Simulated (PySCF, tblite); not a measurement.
**C₆H₁₀O₃Si: geometry, infrared bands and NMR shifts**

Aim: predict the infrared bands and NMR shifts of C₆H₁₀O₃Si (`CO[SiH2]CC(=C=O)C(C)=O`).

Programs: tblite 0.8.0 and PySCF 2.14.0, with density-fitted response routines of our own. Each step states its level of theory. These are calculated values for one molecule in the gas phase, unless marked as measured. Atoms count from 0, in the outputs and in this text.

## (1) The starting structure

20 atoms, charge 0, multiplicity 1; geometry from: force field or distance geometry start.

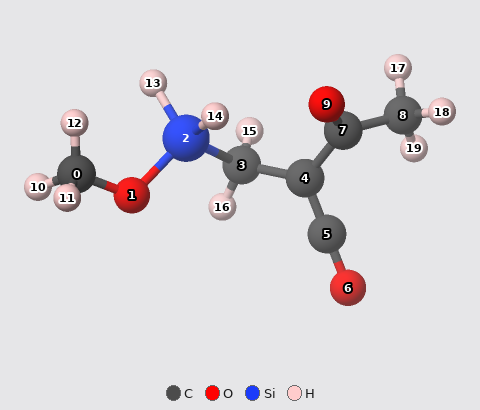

The starting geometry (carbon dark grey, oxygen red, silicon blue, hydrogen pink), atoms numbered.

## (2) Relaxing the molecule with GFN2-xTB

What the job is given:

```
{"job": {"kind": "relax", "xc": "GFN2-xTB", "basis": "xTB"}, "charge": 0, "multiplicity": 1}
C     -3.858400    -0.446100     0.005300
O     -2.585300    -0.958900    -0.046200
Si    -1.353900     0.230800    -0.172800
C      0.146200    -0.535900    -0.931500
C      1.281700    -0.683500     0.036600
C      1.733900    -1.879200     0.272000
O      2.162200    -3.026400     0.515500
C      1.912600     0.460700     0.701700
C      3.358700     0.690500     0.358700
O      1.281600     1.197300     1.512100
H     -4.462700    -0.863100    -0.838200
H     -4.344600    -0.784700     0.957500
H     -3.912300     0.662500    -0.049900
H     -1.836000     1.281200    -1.111900
H     -1.099000     0.932300     1.093000
H      0.556600     0.048500    -1.762200
H     -0.141100    -1.517000    -1.350600
H      3.404300     1.615400    -0.253600
H      3.955500     0.916700     1.272100
H      3.794900    -0.149900    -0.210700
```

Started as:

```
$ OMP_NUM_THREADS=1 python probes_run.py task.json out
```

One launch serves the whole session: the jobs run in the order shown.

The program printed:

```text
step      E/eV     max force
  0    -866.32282    6.211
  1    -866.15996   15.843
  2    -866.87973    4.175
  3    -866.92839    2.424
  4    -866.98673    0.467
  5    -867.00148    0.408
  6    -867.02106    0.530
  7    -867.03750    0.382
  8    -867.05241    0.310
  9    -867.06644    0.353
 10    -867.07667    0.247
 11    -867.08447    0.246
 12    -867.09220    0.256
 13    -867.10285    0.354
 14    -867.11788    0.346
 15    -867.13627    0.334
 16    -867.15351    0.267
 17    -867.16777    0.393
 18    -867.18128    0.343
 19    -867.19275    0.267
 20    -867.20166    0.213
 21    -867.20988    0.179
 22    -867.21901    0.213
 23    -867.23045    0.251
 24    -867.24503    0.321
 25    -867.26138    0.569
 26    -867.28407    0.487
 27    -867.31021    0.493
 28    -867.35597    0.388
 29    -867.37609    0.296
 30    -867.39783    0.565
 31    -867.40752    0.396
 32    -867.42137    0.293
 33    -867.45069    0.299
 34    -867.45783    0.242
 35    -867.46766    0.319
 36    -867.48052    0.257
 37    -867.48877    0.244
 38    -867.49556    0.224
 39    -867.50265    0.210
 40    -867.51311    0.243
 41    -867.52709    0.252
 42    -867.54031    0.254
 43    -867.54905    0.214
 44    -867.55517    0.173
 45    -867.56112    0.163
 46    -867.56768    0.173
 47    -867.57333    0.142
 48    -867.57757    0.153
 49    -867.58163    0.258
 50    -867.58675    0.205
 51    -867.59399    0.189
 52    -867.59935    0.133
 53    -867.60348    0.167
 54    -867.60671    0.206
 55    -867.61020    0.171
 56    -867.61369    0.183
 57    -867.61688    0.131
 58    -867.62006    0.163
 59    -867.62329    0.205
 60    -867.62656    0.141
 61    -867.62974    0.114
 62    -867.63242    0.105
 63    -867.63418    0.091
 64    -867.63528    0.075
 65    -867.63616    0.061
 66    -867.63714    0.082
 67    -867.63809    0.066
 68    -867.63908    0.077
 69    -867.64034    0.087
 70    -867.64221    0.097
 71    -867.64448    0.106
 72    -867.64662    0.089
 73    -867.64836    0.091
 74    -867.64991    0.082
 75    -867.65139    0.081
 76    -867.65284    0.086
 77    -867.65442    0.095
 78    -867.65646    0.111
 79    -867.65920    0.162
 80    -867.66208    0.160
 81    -867.66420    0.183
 82    -867.66536    0.094
 83    -867.66634    0.067
 84    -867.66727    0.065
 85    -867.66833    0.095
 86    -867.66923    0.103
 87    -867.67023    0.097
 88    -867.67125    0.071
 89    -867.67232    0.059
 90    -867.67321    0.061
 91    -867.67393    0.060
 92    -867.67457    0.057
 93    -867.67513    0.041
 94    -867.67555    0.034
 95    -867.67582    0.041
 96    -867.67604    0.035
 97    -867.67639    0.040
 98    -867.67695    0.052
 99    -867.67768    0.074
100    -867.67838    0.063
101    -867.67899    0.060
102    -867.67966    0.058
103    -867.68046    0.056
104    -867.68124    0.069
105    -867.68167    0.125
106    -867.68201    0.066
107    -867.68229    0.055
108    -867.68281    0.044
109    -867.68317    0.046
110    -867.68353    0.053
111    -867.68381    0.036
112    -867.68415    0.038
113    -867.68464    0.043
114    -867.68517    0.045
115    -867.68573    0.070
116    -867.68625    0.055
117    -867.68680    0.114
118    -867.68728    0.050
119    -867.68775    0.040
120    -867.68806    0.032
121    -867.68828    0.033
122    -867.68860    0.042
123    -867.68898    0.043
124    -867.68937    0.047
125    -867.68971    0.054
126    -867.69000    0.038
127    -867.69026    0.040
128    -867.69050    0.041
129    -867.69077    0.044
130    -867.69111    0.060
131    -867.69156    0.054
132    -867.69214    0.056
133    -867.69276    0.031
134    -867.69321    0.039
135    -867.69352    0.058
136    -867.69373    0.038
137    -867.69397    0.035
138    -867.69443    0.047
139    -867.69488    0.048
140    -867.69550    0.053
141    -867.69592    0.050
142    -867.69635    0.077
143    -867.69672    0.063
144    -867.69726    0.039
145    -867.69744    0.031
146    -867.69763    0.030
147    -867.69780    0.027
148    -867.69799    0.032
149    -867.69815    0.028
150    -867.69832    0.029
151    -867.69847    0.031
152    -867.69861    0.031
153    -867.69874    0.031
154    -867.69888    0.023
155    -867.69902    0.030
156    -867.69922    0.043
157    -867.69948    0.044
158    -867.69981    0.067
159    -867.70011    0.034
160    -867.70036    0.058
161    -867.70053    0.031
162    -867.70068    0.022
163    -867.70074    0.018
164    -867.70081    0.011
165    -867.70083    0.014
166    -867.70085    0.013
167    -867.70087    0.014
168    -867.70089    0.009
```

It took 2.7 s on 1 thread of Arm Neoverse N1, shared host.

The steps of the relaxation: (not every step is listed) (the energy doesn't fall at every step)

| step | energy from step 0 (eV) | largest force (eV/Å) |
| --- | --- | --- |
| 0 | 0.0000 | 6.2112 |
| 1 | 0.1629 | 15.8427 |
| 2 | -0.5569 | 4.1746 |
| 3 | -0.6056 | 2.4244 |
| 4 | -0.6639 | 0.4667 |
| 5 | -0.6787 | 0.4078 |
| 6 | -0.6982 | 0.5305 |
| 7 | -0.7147 | 0.3822 |
| 8 | -0.7296 | 0.3105 |
| 23 | -0.9076 | 0.2509 |
| 38 | -1.1727 | 0.2240 |
| 53 | -1.2807 | 0.1668 |
| 68 | -1.3163 | 0.0775 |
| 83 | -1.3435 | 0.0669 |
| 98 | -1.3541 | 0.0516 |
| 113 | -1.3618 | 0.0428 |
| 128 | -1.3677 | 0.0410 |
| 143 | -1.3739 | 0.0626 |
| 158 | -1.3770 | 0.0673 |
| 163 | -1.3779 | 0.0176 |
| 164 | -1.3780 | 0.0110 |
| 165 | -1.3780 | 0.0142 |
| 166 | -1.3780 | 0.0131 |
| 167 | -1.3781 | 0.0140 |
| 168 | -1.3781 | 0.0094 |

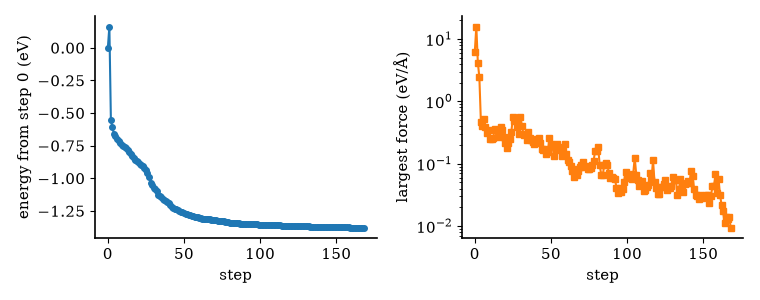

Energy and largest force along the relaxation.

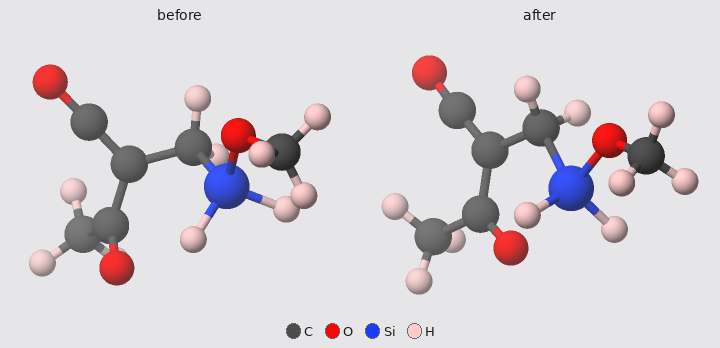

The geometry before (left) and after (right).

Distances of close pairs at the start and the end, largest changes first:

| bond | before (Å) | after (Å) | change (Å) |
| --- | --- | --- | --- |
| C5–O6 | 1.249 | 1.160 | -0.089 |
| O1–Si2 | 1.717 | 1.644 | -0.073 |
| Si2–C3 | 1.848 | 1.915 | +0.068 |
| C7–O9 | 1.264 | 1.218 | -0.046 |
| C0–H11 | 1.121 | 1.093 | -0.028 |
| Si2–H13 | 1.489 | 1.461 | -0.028 |
| C0–H10 | 1.118 | 1.091 | -0.028 |
| C8–H18 | 1.114 | 1.087 | -0.027 |

The end geometry stands in the next job.

## (3) Vibrational analysis with GFN2-xTB

What the job is given:

```
{"job": {"kind": "ir", "xc": "GFN2-xTB", "basis": "xTB"}, "charge": 0, "multiplicity": 1}
C     -3.858315    -0.170624    -0.108040
O     -2.550106    -0.562719    -0.364248
Si    -1.209359     0.268429     0.099577
C     -0.002735    -0.957233    -0.743160
C      1.422073    -0.759728    -0.292596
C      2.280321    -1.707628    -0.558242
O      2.985977    -2.594280    -0.804529
C      1.745520     0.465575     0.398735
C      3.191358     0.719234     0.736053
O      0.870093     1.264823     0.676699
H     -4.528285    -0.969741    -0.427183
H     -4.006546     0.022000     0.957743
H     -4.101603     0.743652    -0.655929
H     -1.286123     1.584640    -0.530719
H     -1.213637     0.255363     1.561987
H     -0.061577    -0.816001    -1.823439
H     -0.326038    -1.977282    -0.543466
H      3.684669     1.148379    -0.135580
H      3.255207     1.435785     1.551108
H      3.703960    -0.201359     1.002193
```

The program printed:

```text
mode    cm-1     km/mol
  1      17.8      0.40
  2      57.3      1.76
  3      68.6      1.39
  4      82.8      3.89
  5      92.6      2.18
  6     114.1      3.38
  7     117.9     20.20
  8     162.8     13.23
  9     205.8      9.79
 10     228.9      0.32
 11     247.9      1.14
 12     320.6      3.71
 13     411.3     12.08
 14     465.2      2.88
 15     478.8     69.02
 16     527.5     28.61
 17     568.7     23.13
 18     578.1      1.86
 19     688.6      5.43
 20     729.0    195.07
 21     731.4    222.42
 22     753.3    123.12
 23     780.1     48.94
 24     796.5     14.76
 25     855.7    218.25
 26     990.2     29.72
 27    1009.3     17.41
 28    1091.6     57.11
 29    1122.0     13.93
 30    1135.4    195.33
 31    1139.8      2.86
 32    1153.7     64.05
 33    1205.9     14.45
 34    1263.6    194.85
 35    1372.8     34.31
 36    1403.4     64.76
 37    1419.1      0.96
 38    1448.2      6.91
 39    1457.6     11.24
 40    1463.1      8.35
 41    1485.1      3.68
 42    1496.7      0.96
 43    1680.2    608.73
 44    2239.0   1639.11
 45    2258.3    403.55
 46    2278.0    132.37
 47    2932.5     50.49
 48    2949.3     57.73
 49    2967.8     36.25
 50    2983.6     38.18
 51    3007.2     21.40
 52    3012.7      4.73
 53    3042.1      7.34
 54    3053.5      6.74
```

Run time: 1.6 s. Hardware: 1 thread of Arm Neoverse N1, shared host.

Which atoms move in the most intense modes:

| cm⁻¹ | km/mol | atoms |
| --- | --- | --- |
| 729 | 195.1 | Si2 30 %, O1 27 %, C0 11 % |
| 731 | 222.4 | H13 38 %, H14 27 %, Si2 11 % |
| 856 | 218.2 | H14 48 %, H13 44 % |
| 1135 | 195.3 | O1 43 %, C0 37 % |
| 1264 | 194.8 | C4 43 %, C7 36 % |
| 1680 | 608.7 | C7 62 %, O9 36 % |
| 2239 | 1639.1 | C5 69 %, O6 22 % |
| 2258 | 403.6 | H14 76 %, H13 20 % |

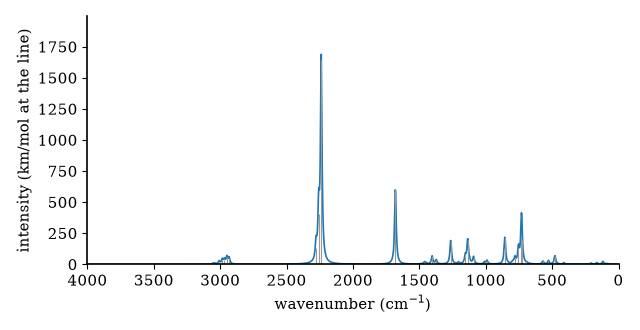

The infrared spectrum from these modes, unscaled. Lines are broadened to a width of 14 cm⁻¹ (Lorentzian).

## (4) NMR shieldings: PBE0/pcSseg-1

Same as in step 3 but for these lines:

```diff
@@ -1,2 +1,2 @@
-{"job": {"kind": "ir", "xc": "GFN2-xTB", "basis": "xTB"}, "charge": 0, "multiplicity": 1}
+{"job": {"kind": "nmr", "xc": "PBE0", "basis": "pcSseg-1"}, "charge": 0, "multiplicity": 1}
 C     -3.858315    -0.170624    -0.108040
```

Method: GIAO PBE0/pcSseg-1 NMR shielding, non-relativistic, gas phase.

The program printed:

```text
coarse grid: 17600 points
cycle   1  E = -748.7775004610  dE =  1.700e+00  |g| = 1.155e+00  |ddm| = 4.201e+00
cycle   2  E = -747.8947156947  dE =  8.828e-01  |g| = 2.408e+00  |ddm| = 3.862e+00
cycle   3  E = -749.0099482443  dE = -1.115e+00  |g| = 3.416e-01  |ddm| = 3.065e+00
cycle   4  E = -749.0313239362  dE = -2.138e-02  |g| = 1.543e-01  |ddm| = 4.710e-01
cycle   5  E = -749.0351358792  dE = -3.812e-03  |g| = 5.625e-02  |ddm| = 1.639e-01
cycle   6  E = -749.0357142281  dE = -5.783e-04  |g| = 2.146e-02  |ddm| = 5.409e-02
cycle   7  E = -749.0358073616  dE = -9.313e-05  |g| = 5.387e-03  |ddm| = 2.044e-02
cycle   8  E = -749.0358127939  dE = -5.432e-06  |g| = 1.448e-03  |ddm| = 4.997e-03
final grid: 166520 points
cycle   9  E = -749.1262063391  dE = -4.618e-06  |g| = 1.787e-02  |ddm| = 3.187e-02
cycle  10  E = -749.1260305900  dE =  1.757e-04  |g| = 3.549e-02  |ddm| = 4.067e-02
cycle  11  E = -749.1262628502  dE = -2.323e-04  |g| = 3.915e-03  |ddm| = 3.004e-02
cycle  12  E = -749.1262657630  dE = -2.913e-06  |g| = 5.549e-04  |ddm| = 2.817e-03
cycle  13  E = -749.1262658095  dE = -4.654e-08  |g| = 2.457e-04  |ddm| = 6.796e-04
cycle  14  E = -749.1262658198  dE = -1.033e-08  |g| = 1.113e-04  |ddm| = 2.634e-04
cycle  15  E = -749.1262658222  dE = -2.387e-09  |g| = 1.710e-05  |ddm| = 1.090e-04
cycle  16  E = -749.1262658223  dE = -5.957e-11  |g| = 4.956e-06  |ddm| = 2.660e-05
converged SCF energy = -749.1262658223

GIAO shielding tensors (ppm)
atom      isotropic    diamagn.    paramagn.     s11        s22        s33       span
  0 C      133.762     239.802    -106.041    106.699    109.391    185.195     78.496
  1 O      309.251     402.899     -93.647    255.657    331.203    340.894     85.237
  2 Si     381.888     879.678    -497.791    349.319    389.237    407.107     57.789
  3 C      175.506     253.085     -77.579    155.041    176.452    195.026     39.985
  4 C      140.094     265.920    -125.826    111.528    137.993    170.763     59.234
  5 C      -16.661     263.747    -280.407   -101.111    -53.986    105.115    206.226
  6 O      -67.955     402.487    -470.442   -196.649    -99.709     92.494    289.142
  7 C      -11.787     245.977    -257.764    -82.999    -59.268    106.907    189.906
  8 C      156.596     250.847     -94.251    137.155    140.143    192.491     55.336
  9 O     -230.007     406.936    -636.942   -691.563   -307.383    308.926   1000.489
 10 H       27.831      26.677       1.154     23.288     25.704     34.500     11.213
 11 H       28.112      27.548       0.564     24.183     25.694     34.460     10.277
 12 H       28.024      27.297       0.727     23.893     25.652     34.527     10.634
 13 H       26.529      31.335      -4.806     22.440     26.308     30.838      8.398
 14 H       26.783      31.560      -4.777     22.744     27.081     30.523      7.779
 15 H       29.690      32.725      -3.035     23.905     29.200     35.965     12.060
 16 H       30.139      33.753      -3.614     24.359     30.246     35.813     11.454
 17 H       29.368      27.397       1.970     26.140     27.800     34.163      8.023
 18 H       29.384      27.440       1.943     25.599     27.578     34.974      9.375
 19 H       29.679      28.451       1.228     25.619     30.463     32.955      7.337
```

It took 1.9 min on 1 thread of Arm Neoverse N1, shared host; peak memory 1 GiB.

The references, computed at this level on geometries of the same kind, shield at (ppm): ¹H TMS 31.72, ¹³C TMS 186.9, ²⁹Si TMS 349.2, ¹⁷O H2O 336.1. Their shielding less the atom's gives the shift. The references are single molecules in the gas phase, so shifts against H2O, NH3, PH3, H3PO4 or CFCl3 are not on the usual liquid scales and can be off by tens of ppm. Atoms listed in one row are averaged.

| atoms | environment | σ (ppm) | δ (ppm) | δ scaled to CDCl3 |
| --- | --- | --- | --- | --- |
| C5 | central carbon of a ketene | -16.7 | 203.6 | 196.8 |
| C7 | ketone carbonyl carbon | -11.8 | 198.7 | 192.0 |
| C0 | methyl carbon bonded to O | 133.8 | 53.2 | 50.0 |
| C4 | terminal carbon of a ketene | 140.1 | 46.8 | 43.8 |
| C8 | methyl carbon α to a carbonyl | 156.6 | 30.3 | 27.7 |
| C3 | allylic sp3 CH2 bonded to Si | 175.5 | 11.4 | 9.2 |
| H13, H14 | hydrogen on a silicon bonded to C, O | 26.66 | 5.06 | – |
| H10, H11, H12 | hydrogen on a methyl carbon bonded to O | 27.99 | 3.73 | 3.62 |
| H17, H18, H19 | hydrogen on a methyl carbon α to a carbonyl | 29.48 | 2.24 | 2.22 |
| H15, H16 | hydrogen on an allylic sp3 CH2 bonded to Si | 29.91 | 1.80 | 1.80 |
| O9 | ketone oxygen | -230.0 | 566.1 | – |
| O6 | carbonyl oxygen | -68.0 | 404.0 | – |
| O1 | oxygen bonded to C, Si | 309.3 | 26.8 | – |
| Si2 | silicon bonded to C, O, 2 H | 381.9 | -32.7 | – |

The scaled column applies a straight-line fit of computed shieldings to shifts measured in CDCl3 (root-mean-square error 0.16 ppm for H, 1.9 ppm for C).

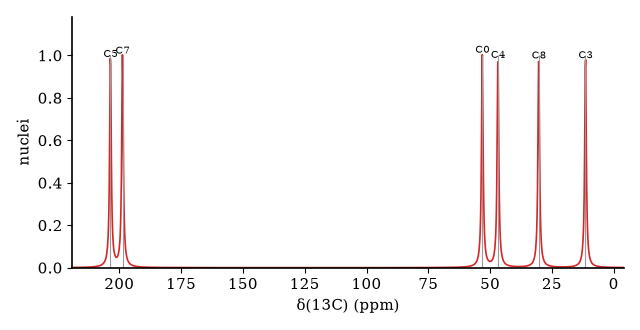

¹³C lines at the computed shifts, without couplings. Lines are broadened to a width of 0.77 ppm (Lorentzian).

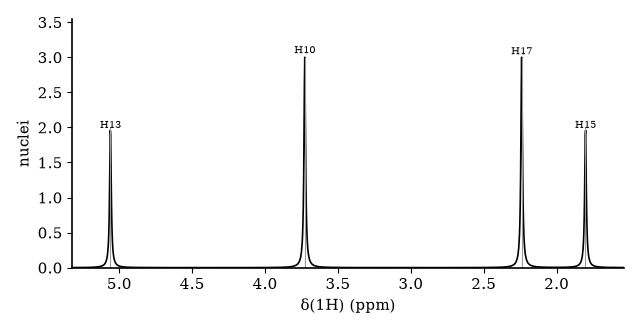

¹H lines at the computed shifts, without couplings. Lines are broadened to a width of 0.01 ppm (Lorentzian).

The run also stored atomic charges by several schemes (e):

| atoms | Mulliken | IAO | Hirshfeld | ESP fit |
| --- | --- | --- | --- | --- |
| C0 | 0.00 | -0.20 | -0.04 | -0.07 |
| O1 | -0.66 | -0.66 | -0.24 | -0.49 |
| Si2 | 0.89 | 1.01 | 0.35 | 0.63 |
| C3 | -0.40 | -0.53 | -0.15 | -0.16 |
| C4 | -0.51 | -0.24 | -0.07 | -0.55 |
| C5 | 0.45 | 0.47 | 0.23 | 0.56 |
| O6 | -0.24 | -0.25 | -0.12 | -0.29 |
| C7 | 0.32 | 0.38 | 0.16 | 0.73 |
| C8 | -0.23 | -0.47 | -0.12 | -0.65 |
| O9 | -0.45 | -0.41 | -0.17 | -0.49 |

Hirshfeld charges:

C0 -0.04; O1 -0.24; Si2 0.35; C3 -0.15; C4 -0.07; C5 0.23; O6 -0.12; C7 0.16; C8 -0.12; O9 -0.17; H10 0.04; H11 0.04; H12 0.04; H13 -0.10; H14 -0.10; H15 0.04; H16 0.04; H17 0.06; H18 0.06; H19 0.05

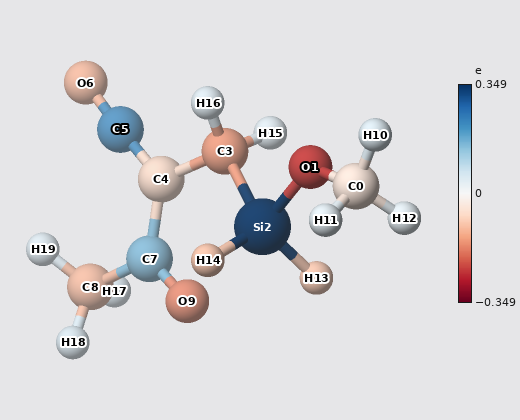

Hirshfeld charges, as colours on the atoms.

Mayer bond orders: C0–O1 0.92, O1–Si2 0.91, Si2–C3 0.81, C3–C4 1.00, C4–C5 1.59, C5–O6 2.17, C4–C7 1.03, C7–C8 1.04, C7–O9 1.75.

Orbitals, density, ELF and potential are computed afterwards from the orbital file.

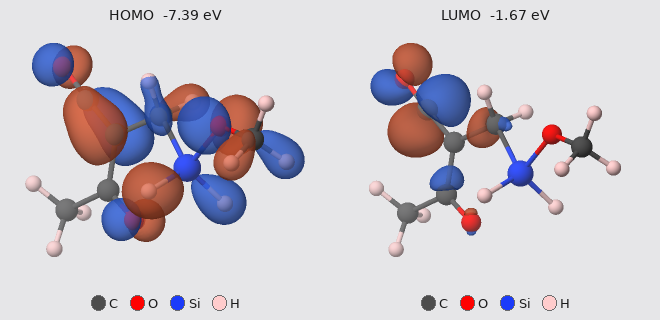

PBE0/pcSseg-1 orbitals near the gap, drawn at the value that encloses 70 % of each; the two colours are the two signs.

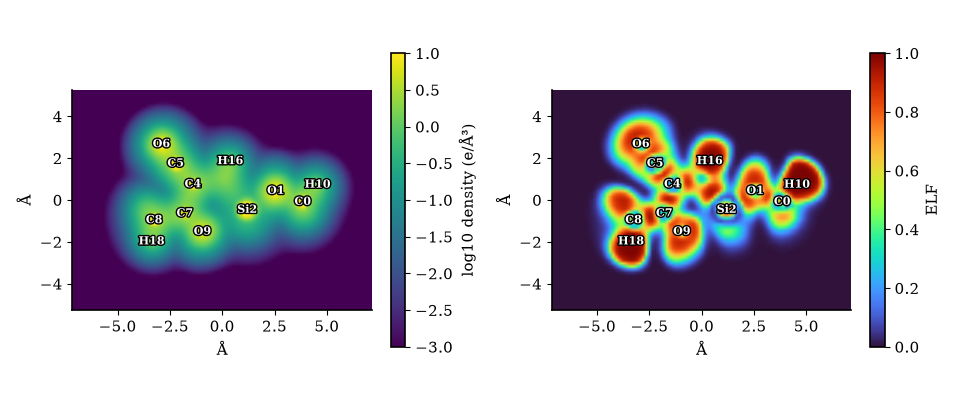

Density (left) and ELF (right) in a plane through or near 12 of the atoms.

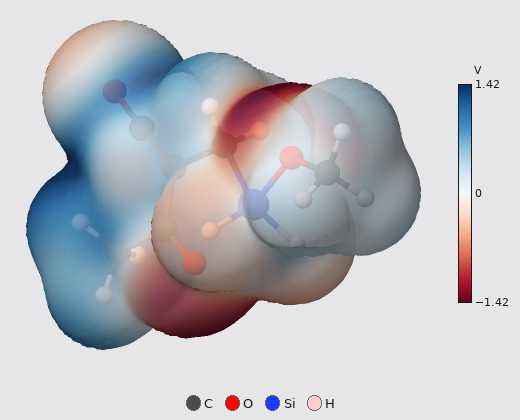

Electrostatic potential on the surface of density 0.002 e/bohr³; red is low, blue high. It runs from -1.42 V near O1 to 1.37 V near H19.

## (5) Results

| quantity | value |
| --- | --- |
| strongest single infrared mode (GFN2-xTB) | 2239 cm⁻¹, 1639 km/mol |
| zero-point energy (GFN2-xTB) | 91.7 kcal/mol |
| ¹³C shifts against TMS (PBE0/pcSseg-1) | 203.6, 198.7, 53.2, 46.8, 30.3, 11.4 ppm |
| ¹H shifts against TMS (PBE0/pcSseg-1, means over atoms taken as alike) | 5.06, 3.73, 2.24, 1.80 ppm |
| ¹⁷O shifts against H2O (PBE0/pcSseg-1) | 566.1, 404.0, 26.8 ppm |
| ²⁹Si shifts against TMS (PBE0/pcSseg-1) | -32.7 ppm |
| surface potential, least and greatest | -1.42 V and 1.37 V |

In words: Relaxing lowered the energy by 1.378 eV in 168 steps; the close pair that moved most is C5–O6, from 1.249 to 1.160 Å. All 54 modes are real, so the xTB geometry is a minimum. The strongest single mode, at 2239 cm⁻¹, moves mainly C5. GFN2-xTB is a fitted tight-binding method: band positions and strengths are rough. Its intensities can rank the bands wrongly. At PBE0/pcSseg-1: Shielding is most anisotropic at O9 (span 1000 ppm, paramagnetic term -637 ppm). By nearest atom (PBE0/pcSseg-1), the HOMO sits on O1 27 %; C4 17 % and the LUMO on C5 48 %; O6 27 %.
